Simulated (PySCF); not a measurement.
**C2H10F3PSi3: NMR shielding calculation**

System: C2H10F3PSi3, SMILES FC(F)(F)C[SiH2]P([SiH3])[SiH3].
Method: GIAO PBE0/pcSseg-1 NMR shielding, non-relativistic, IEF-PCM cyclohexane (PySCF 2.14.0).

The geometry comes from this level: PBE0-D3(BJ)/def2-SVP. It belongs to a series of runs on one base structure; here: solvent cyclohexane. Figures and captions count atoms from 1; the log counts them from 0 in places.

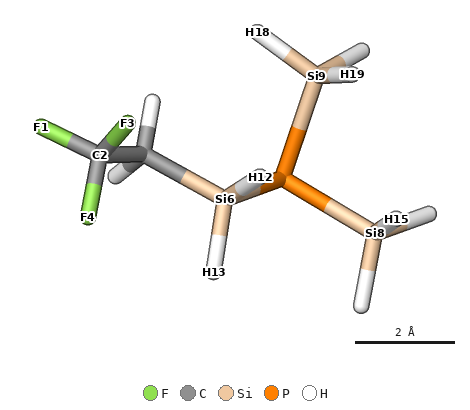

The structure (stick view, seen at a tilt; atoms are numbered from 1 in the order of the input). Bond lengths as drawn: C–C 1.50 Å, C–F 1.34 Å, C–H 1.10 Å, C–Si 1.90 Å, H–Si 1.49 to 1.50 Å and P–Si 2.26 Å.

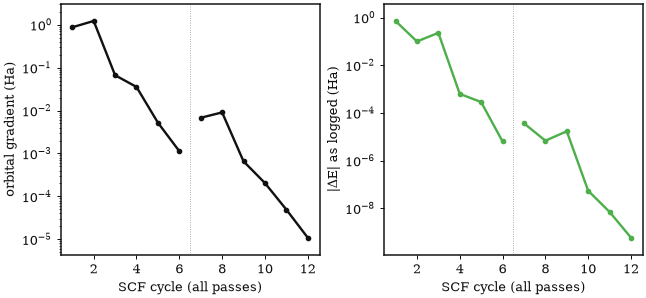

Convergence of the self-consistent field: orbital gradient and size of the energy change against the SCF cycle. The dotted line marks the change from a coarse to the final integration grid. The first 6 cycles use a coarse grid, the final grid takes over at cycle 7, and the field converges after 12 cycles in all.

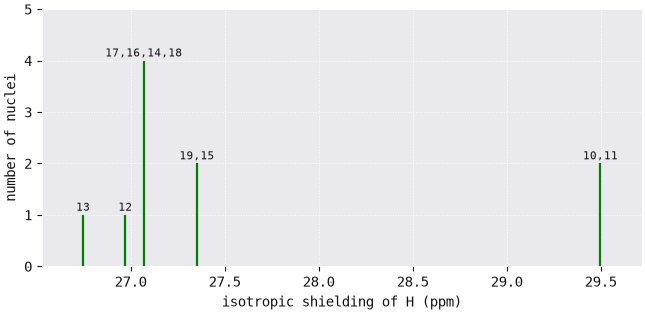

Isotropic shieldings of the hydrogen nuclei in this fixed geometry, labelled by atom number; shielding grows to the right, so chemical shift grows to the left. The least shielded is H13 (26.7 ppm), the most shielded H11 (29.5 ppm).

The input and output of the run follow.

## Input file
```
{"job": {"kind": "nmr", "xc": "PBE0", "basis": "pcSseg-1", "solvent": "cyclohexane", "pop": true}, "charge": 0, "multiplicity": 1}
F      3.963884    -1.198276    -1.088817
C      3.145431    -0.436183    -0.357292
F      3.194196    -0.896033     0.898710
F      3.660570     0.800788    -0.346262
C      1.742738    -0.445242    -0.892913
Si     0.532655     0.715667    -0.004644
P     -1.504904     0.290430    -0.879944
Si    -2.657457     1.722504     0.434103
Si    -1.917910    -1.591086     0.300532
H      1.776121    -0.165439    -1.956893
H      1.368785    -1.479230    -0.839748
H      0.589733     0.486690     1.470738
H      0.869194     2.138398    -0.300750
H     -4.110930     1.408117     0.301133
H     -2.263733     1.626393     1.874337
H     -2.395349     3.108555    -0.053738
H     -3.299051    -2.056782    -0.019418
H     -0.934934    -2.630721    -0.131727
H     -1.791615    -1.391560     1.777567
```

The first line tells a small driver script what to run in PySCF; the rest is the geometry in Å.

Launched with:
```bash
OMP_NUM_THREADS=1 python <driver script> task.json out
```

## Output
```
coarse grid: 18128 points
cycle   1  E = -1590.4827859425  dE =  7.180e-01  |g| = 8.719e-01  |ddm| = 3.868e+00
cycle   2  E = -1590.3838412212  dE =  9.894e-02  |g| = 1.224e+00  |ddm| = 1.029e+00
cycle   3  E = -1590.6117065268  dE = -2.279e-01  |g| = 6.671e-02  |ddm| = 5.877e-01
cycle   4  E = -1590.6123362427  dE = -6.297e-04  |g| = 3.551e-02  |ddm| = 7.469e-02
cycle   5  E = -1590.6126208870  dE = -2.846e-04  |g| = 5.225e-03  |ddm| = 3.182e-02
cycle   6  E = -1590.6126272201  dE = -6.333e-06  |g| = 1.133e-03  |ddm| = 6.681e-03
final grid: 158656 points
cycle   7  E = -1590.6800454111  dE = -3.674e-05  |g| = 6.791e-03  |ddm| = 2.776e-02
cycle   8  E = -1590.6800385951  dE =  6.816e-06  |g| = 9.066e-03  |ddm| = 1.316e-02
cycle   9  E = -1590.6800555414  dE = -1.695e-05  |g| = 6.580e-04  |ddm| = 7.009e-03
cycle  10  E = -1590.6800555958  dE = -5.438e-08  |g| = 2.049e-04  |ddm| = 6.199e-04
cycle  11  E = -1590.6800556028  dE = -7.026e-09  |g| = 4.940e-05  |ddm| = 2.100e-04
cycle  12  E = -1590.6800556034  dE = -5.853e-10  |g| = 1.094e-05  |ddm| = 6.549e-05
converged SCF energy = -1590.6800556034

GIAO shielding tensors (ppm)
atom      isotropic    diamagn.    paramagn.     s11        s22        s33       span
  0 F      245.212     467.856    -222.645    159.952    239.176    336.507    176.555
  1 C       52.626     248.012    -195.386     45.536     52.486     59.857     14.321
  2 F      252.929     476.090    -223.161    167.144    254.407    337.237    170.093
  3 F      252.826     473.941    -221.115    163.927    257.045    337.504    173.576
  4 C      162.705     258.585     -95.880    139.760    153.270    195.085     55.325
  5 Si     386.875     882.808    -495.933    345.262    385.706    429.657     84.395
  6 P      682.720     971.757    -289.038    636.935    696.162    715.062     78.127
  7 Si     419.695     879.825    -460.130    374.500    417.093    467.492     92.993
  8 Si     417.028     880.599    -463.570    367.376    417.660    466.049     98.673
  9 H       29.497      31.272      -1.775     24.365     30.126     34.000      9.635
 10 H       29.500      33.697      -4.197     23.818     30.797     33.884     10.066
 11 H       26.972      31.564      -4.592     22.846     27.294     30.775      7.929
 12 H       26.747      31.112      -4.365     21.920     26.503     31.819      9.899
 13 H       27.097      28.538      -1.441     23.260     24.504     33.526     10.266
 14 H       27.375      28.919      -1.544     23.608     25.959     32.556      8.948
 15 H       27.050      28.823      -1.772     23.136     24.600     33.415     10.279
 16 H       27.031      29.233      -2.202     23.105     24.322     33.666     10.562
 17 H       27.102      30.108      -3.007     22.783     26.090     32.431      9.648
 18 H       27.331      29.701      -2.370     24.203     25.317     32.472      8.269
```

## Results in brief

```tsv
quantity	value
outcome	converged
total energy	−1590.680056 hartree
HOMO	−7.51 eV
LUMO	−0.19 eV
dipole moment	2.02 D
isotropic shielding, F	245.2 to 252.9 ppm
isotropic shielding, C	52.6 to 162.7 ppm
isotropic shielding, Si	386.9 to 419.7 ppm
isotropic shielding, P	682.7 ppm
isotropic shielding, H	26.7 to 29.5 ppm
hardware	1 CPU thread, shared host
wall time	53 s
peak memory	1.4 GiB
```
